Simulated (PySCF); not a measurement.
SMILES [CH]1C=CC=C1 (C5H5), doublet, PBE0/def2-SVP optimised geometry. Atoms within 1.6 Å of the plane z = 0.8 Å (x, y, z in Å): C1 (-0.67, -1.18, 0.00), C2 (0.76, -1.18, 0.00), C3 (1.16, 0.13, 0.00), C4 (-0.04, 0.98, 0.00), C5 (-1.15, 0.17, 0.00), H6 (-1.31, -2.07, 0.00), H7 (1.40, -2.07, 0.00), H8 (2.19, 0.49, 0.00), H9 (-0.03, 2.07, 0.00), H10 (-2.19, 0.48, 0.00).

Level of theory: unrestricted PBE0/def2-TZVP (PySCF).

Map of the HOMO−1 amplitude (α) (bohr^(-3/2)) on the plane z = 0.8 Å; orbital energy -6.75 eV, overall sign arbitrary:

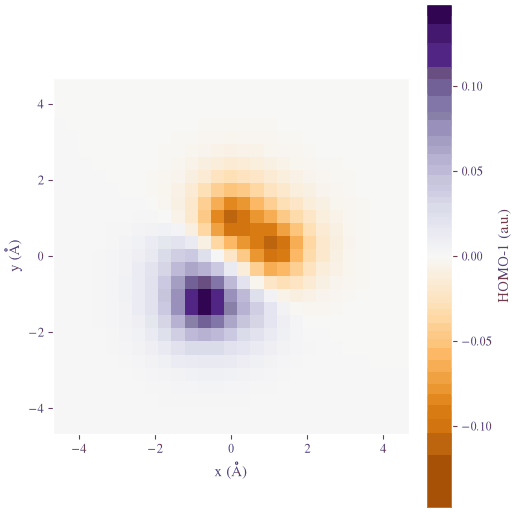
HOMO−1 amplitude (α) (bohr^(-3/2)) on the plane z = 0.8 Å.
